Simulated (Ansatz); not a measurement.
**GeNH₃ClOF: single-point calculation**

GeNH₃ClOF, SMILES [NH2][Ge]([OH])([F])[Cl], computed with RKS PBE0-D4/def2-TZVPP (Ansatz 0.2.0).

The geometry comes from this level: PBE0-D4/def2-TZVP.

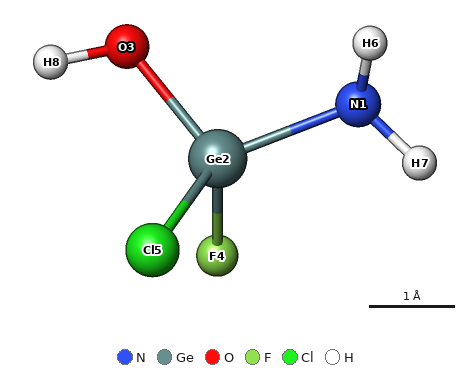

The structure (ball-and-stick view, seen at a tilt; atoms are numbered from 1 in the order of the input). Sticks mark near contacts. Bond lengths as drawn: Cl–Ge 2.14 Å, F–Ge 1.72 Å, Ge–N 1.79 Å, Ge–O 1.74 Å, H–N 1.01 Å and H–O 0.96 Å.

## The input
```yaml
crystal:
  periodic: [false, false, false]
  atoms:
    - {symbol: N, position_ang: [-1.010254, 0.861159, 0.576138]}
    - {symbol: Ge, position_ang: [0.083836, -0.236758, -0.322080]}
    - {symbol: O, position_ang: [0.774062, -1.365118, 0.816007]}
    - {symbol: F, position_ang: [-0.881260, -1.043063, -1.496292]}
    - {symbol: Cl, position_ang: [1.676578, 0.629414, -1.465344]}
    - {symbol: H, position_ang: [-0.580465, 1.371853, 1.333689]}
    - {symbol: H, position_ang: [-1.564511, 1.479495, 0.001927]}
    - {symbol: H, position_ang: [1.594118, -1.753984, 0.500255]}
basis:
  gaussian: {orbitals: def2-TZVPP}
hamiltonian: {xc: pbe0, dispersion: d4}
output: {orbitals: {seedname: orbitals}}
```

Machine: 4 threads of Arm Neoverse V1, 23 GiB of memory available, shared host.

Launch command:
```bash
ansatz run in.yaml --threads 4 --pin off --events-out ev --progress --plain --max-ram 10444MiB
```

## What the program printed
```
Functional definition: PBE0
  name "PBE0"
  cite "Adamo & Barone, J. Chem. Phys. 110, 6158 (1999) doi:10.1063/1.478522"
  cite "Perdew, Burke & Ernzerhof, Phys. Rev. Lett. 77, 3865 (1996) doi:10.1103/PhysRevLett.77.3865"
  parent pbe
  parameter a = 0.25
  parameter kappa = 0.804
  parameter beta = 0.06672455060314922
  exchange = (1 - a)*pbe_x(kappa = kappa, mu = beta*pi^2/3) + a*exact_x
  correlation = pbe_c(beta = beta)
1365 factors; their error is unknown
mean field evaluation 1: about -75321.8247 eV, gradient 8.3e1 eV
mean field evaluation 2: about -75302.8061 eV, gradient 1.3e2 eV
mean field evaluation 4: about -75332.6362 eV, gradient 6.5e0 eV
mean field evaluation 8: about -75332.7056 eV, gradient 3.3e-1 eV
mean field evaluation 16: about -75333.0225 eV, gradient 1.1e-4 eV
mean field -75333.02250009 eV, -2768.4375143215 hartree, gradient 1.2e-5 eV, S^2 0.000000; 0 other end points of the search recorded, 0 dependent functions left out
reference -75333.02252550 eV, -2768.4375152553 hartree; 38, 38 occupied and 187, 187 virtual orbitals, 1365 factors
Total energy: -75333.18376472 eV, -2768.4434406875 hartree
```

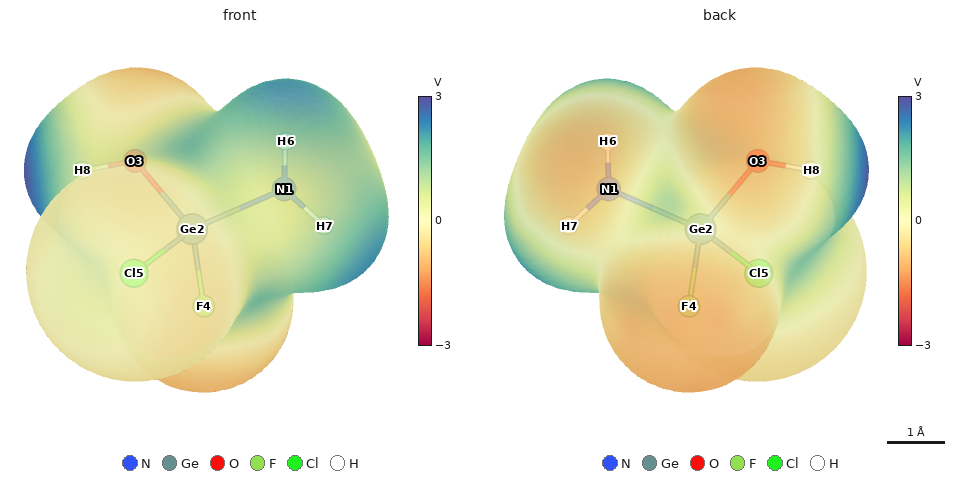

The electrostatic potential painted on the density surface at 0.002 e/bohr³, seen at a tilt and from behind; the colour scale runs from red (negative) to blue (positive).

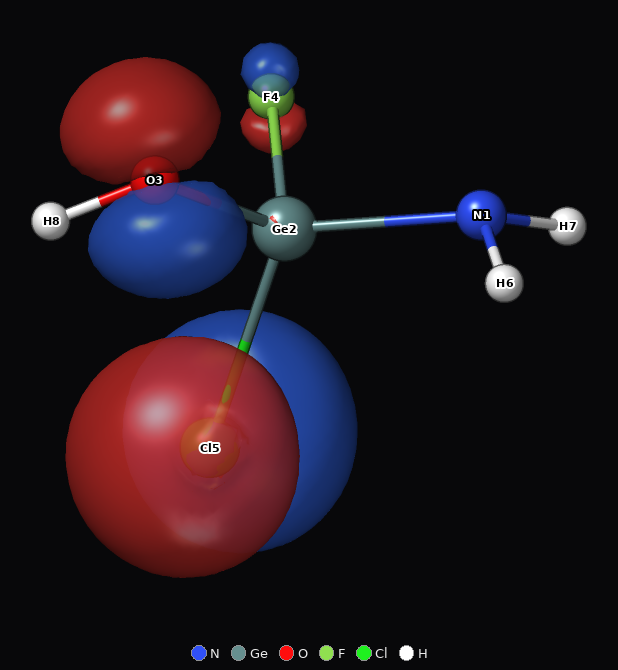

The HOMO−1 at ±0.15 Å⁻³ᐟ² (red and blue are the two phases), seen from the side. Its energy is −9.43 eV.

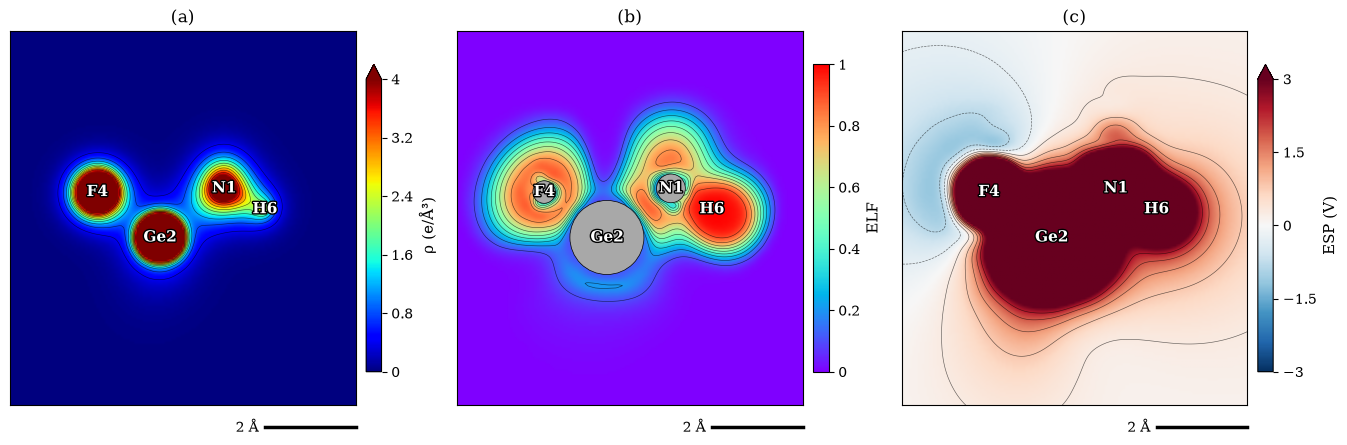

(a) electron density; (b) ELF; (c) molecular electrostatic potential on the plane of atoms N1, Ge2 and F4. Grey discs, where drawn, cover atomic cores. The section cuts through N, Ge, F and H sites. Ge–N (1.79 Å): ρ is about 1.1 e/Å³ halfway; the ELF peaks at about 0.85 in the valence shell of N, 0.6 Å from its nucleus, and is about 0.50 at the midpoint.

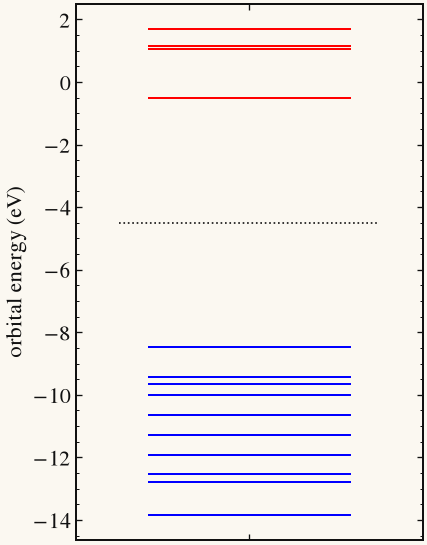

Orbital energies near the frontier; the dotted line parts filled from empty levels, and levels within 0.02 eV of each other stand side by side. Highest filled −8.49 eV, lowest empty −0.52 eV, 7.97 eV apart.

## Key numbers

| quantity | value |
| --- | --- |
| outcome | converged |
| total energy | −75333.1838 eV |
| mean-field energy | −75333.0225 eV |
| dispersion energy | −0.1612 eV |
| SCF solution under orbital rotations | stable |
| HOMO | −8.49 eV |
| LUMO | −0.52 eV |
| wall time | 3.4 s (CPU time 13 s) |
| peak memory | 0.68 GiB |
